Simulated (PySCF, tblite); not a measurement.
Potential energy curve for SiH, doublet.

Levels of theory: UMP2 = MP2 on UHF/6-31G, 5 core orbitals frozen run with PySCF; GFN2-xTB, 300 K electronic temperature (tblite); ROKS-r2SCAN = restricted open-shell r2SCAN/6-31G (PySCF 2.14.0); ROKS-BHandHLYP = restricted open-shell BHandHLYP/6-31G in PySCF 2.14.0; UKS-BHandHLYP = PySCF with unrestricted BHandHLYP/6-31G.

Energies are in kJ/mol, each relative to the lowest point of its own curve near equilibrium.

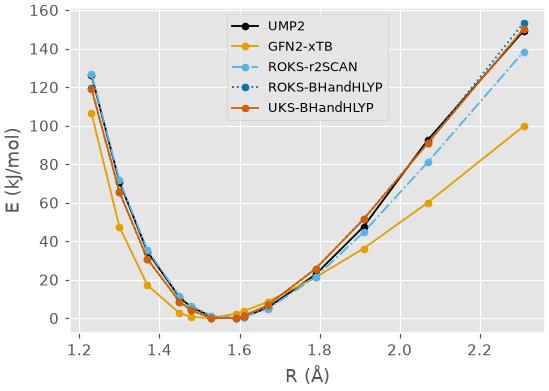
Figure. Energy against bond length for each method.

| R / Å | UMP2 | GFN2-xTB | ROKS-r2SCAN | ROKS-BHandHLYP | UKS-BHandHLYP |
|---|---|---|---|---|---|
| 1.23 | 126.3 | 106.5 | 126.8 | 119.3 | 119.2 |
| 1.30 | 70.7 | 47.4 | 71.6 | 65.5 | 65.4 |
| 1.37 | 34.5 | 17.1 | 35.4 | 30.8 | 30.8 |
| 1.45 | 10.8 | 2.6 | 11.5 | 8.6 | 8.6 |
| 1.48 | 5.7 | 0.6 | 6.3 | 4.0 | 4.0 |
| 1.53 | 0.9 | 0.0 | 1.2 | 0.0 | 0.0 |
| 1.59 | 0.0 | 2.3 | 0.0 | 0.1 | 0.1 |
| 1.61 | 0.7 | 3.6 | 0.6 | 1.1 | 1.1 |
| 1.67 | 5.3 | 8.5 | 4.8 | 6.6 | 6.6 |
| 1.79 | 22.7 | 21.2 | 21.3 | 25.6 | 25.6 |
| 1.91 | 47.5 | 36.2 | 44.6 | 51.4 | 51.4 |
| 2.07 | 92.5 | 59.9 | 81.0 | 91.0 | 90.7 |
| 2.31 | 149.3 | 99.7 | 138.4 | 153.5 | 150.3 |

At the longest distance, 2.31 Å, ROKS-BHandHLYP lies highest above its minimum (153.5 kJ/mol) and GFN2-xTB lowest (99.7 kJ/mol).

The scan ran from 1.23 to 6.10 Å; beyond the distances shown one of the unrestricted levels run for this scan, shown here or not, changes its spin distribution in one step. The unrestricted determinant behind UMP2 is spin-contaminated at 2.07 to 2.31 Å (<S²> up to 1.3, against 0.75 for a pure doublet). The unrestricted determinant behind UKS-BHandHLYP is spin-contaminated at 2.31 Å (<S²> up to 0.9, against 0.75 for a pure doublet).
